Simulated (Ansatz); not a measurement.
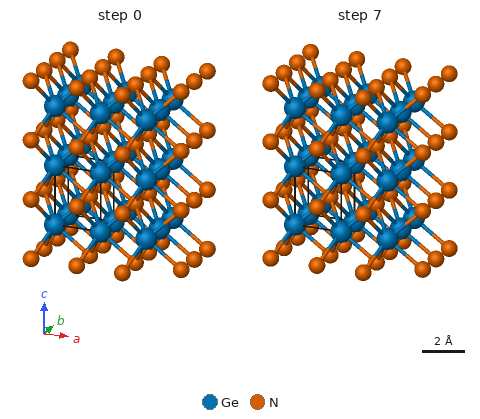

The structure of solid GeN (built on the tungsten carbide_187 type) before (left) and after (right) a relaxation, at one scale.

Style: ball-and-stick. Shown: the cell of the calculation, repeated 2 × 2 × 2 with one cell outlined, slightly off an axis.

Case: tungsten carbide type (P-6m2, No. 187).

All numbers below come from DFT PBE, scalar-relativistic, plane waves, PAW (Ansatz). Settings: plane-wave cutoff 420 eV; k-point mesh 24 × 24 × 20; occupations gaussian; smearing width 0.1 eV; no spin polarisation; cell and atoms relaxed; force threshold 0.01 eV/Å; at most 80 steps.

Q: Summarise the run.

A: After 4 accepted moves (7 points after the start) the energy has fallen by 10.0 meV per atom. All forces vanish by symmetry, so only the cell relaxes. The pressure goes from −0.48 to 0.00 GPa. The line search rejected the trial step at point 1 of the run. At 2 points the geometry stayed and the basis and grid were re-selected for the new cell (energy shift of 0.3 meV per atom at most each time). The atoms keep their places relative to the cell (all moves are under 0.005 Å). The drawn cell changes as follows: a = b 2.982 → 3.017 Å (+1.2 %), c 2.908 → 2.858 Å (−1.7 %); the volume changes by +0.6 %. The space group stays P-6m2 (No. 187).
